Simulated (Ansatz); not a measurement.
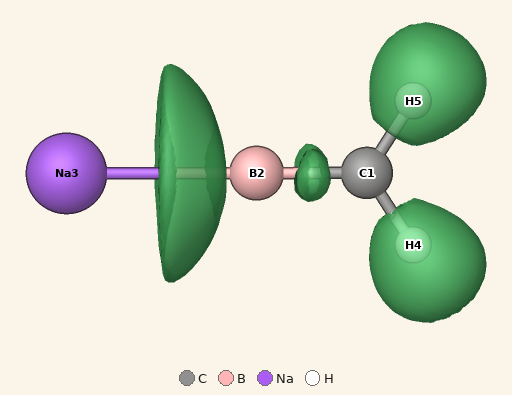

Figure 1: CH2BNa (SMILES C=[B][Na]). Isosurface of the ELF at 0.9 (green), seen across its widest extent. Core shells and regions of very low density are left out.

Geometry: PBE0-D3(BJ)/pcseg-1.

Computed with Ansatz 0.2.0, isolated molecule in a Gaussian basis; Kohn-Sham density functional theory, functional PBE0.

Input file:

```
crystal:
  periodic: [false, false, false]
  atoms:
    - {symbol: C, position_ang: [-0.381717, 1.346368, 0.812296]}
    - {symbol: B, position_ang: [-0.862397, 1.888331, 2.016382]}
    - {symbol: Na, position_ang: [-1.691087, 2.824561, 4.092089]}
    - {symbol: H, position_ang: [-1.036491, 0.857494, 0.084313]}
    - {symbol: H, position_ang: [0.675573, 1.381440, 0.531979]}
basis:
  gaussian:
    orbitals: def2-TZVPD
hamiltonian:
  xc: pbe0
output: {forces: true, orbitals: {seedname: orbitals}}
```

Run with:

```sh
ansatz run input.yaml --threads 1 --pin off --max-ram 2610MiB --events-out events.jsonl --progress --plain --runs-dir runs
```

**Describe the localisation domains.**

The surface consists of one region between bonded B–C atoms (shared pairs), two regions around hydrogen nuclei and one lobe of the valence shell of B pointing towards Na.

Values along the shortest contacts:
C–B (1.41 Å): the ELF peaks at about 0.95 between the atoms: localised, covalent bonding. Na–B (2.42 Å): the ELF peaks at about 1 in the valence shell of B, 0.9 Å from its nucleus, and is about 0.75 at the midpoint.
